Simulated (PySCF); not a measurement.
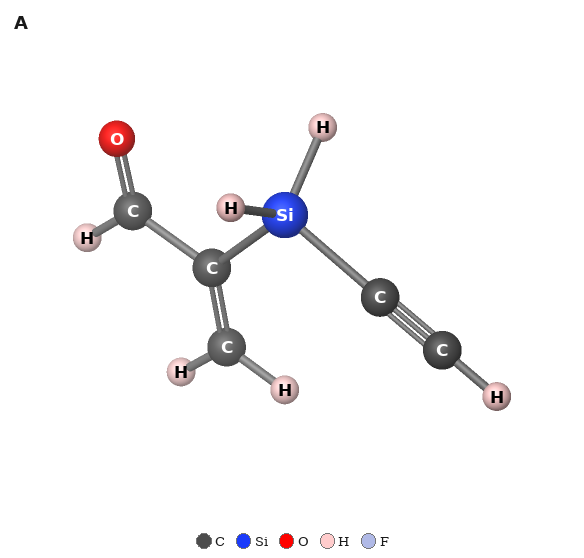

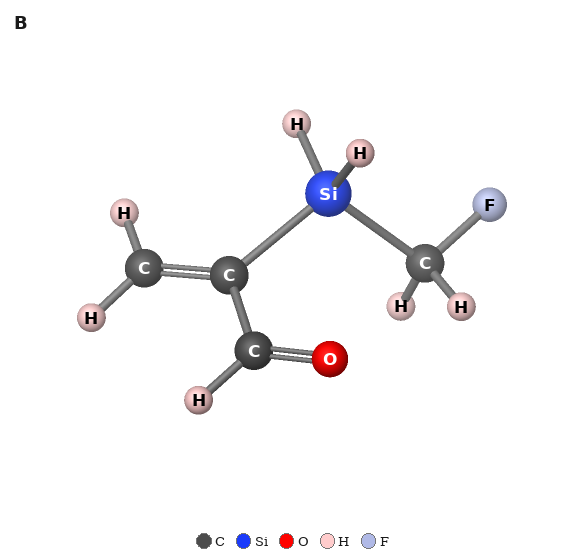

Two related species, optimised with GFN2-xTB; properties computed with PySCF 2.14.0. Both: charge 0, singlet.

> What are A and B?

A is C5H6OSi (C#C[SiH2]C(=C)C=O), B is C4H7FOSi (C=C(C=O)[SiH2]CF).

Compare them. With CAM-B3LYP/def2-SVPD: dipole moment (D), HOMO–LUMO gap (eV), HOMO energy (Kohn–Sham orbital) (eV), lowest vertical singlet excitation (eV), mean static polarisability (bohr³). With GFN2-xTB: mean Si–C length (Å), mean Si–H length (Å).

| quantity | A | B |
| --- | --- | --- |
| dipole moment (D) | 3.35 | 4.18 |
| HOMO–LUMO gap (eV) | 8.24 | 8.26 |
| HOMO energy (Kohn–Sham orbital) (eV) | −9.21 | −9.40 |
| lowest vertical singlet excitation (eV) | 3.86 | 3.84 |
| mean static polarisability (bohr³) | 85.5 | 78.6 |
| mean Si–C length (Å) | 1.877 | 1.909 |
| mean Si–H length (Å) | 1.464 | 1.463 |

Each is one conformer, and no frequency run is at hand to confirm it as a minimum.

The geometry is semi-empirical. Around Si such bond lengths and angles can be off by a tenth of an ångström or more and by several degrees, and values that hang on the shape move with them.
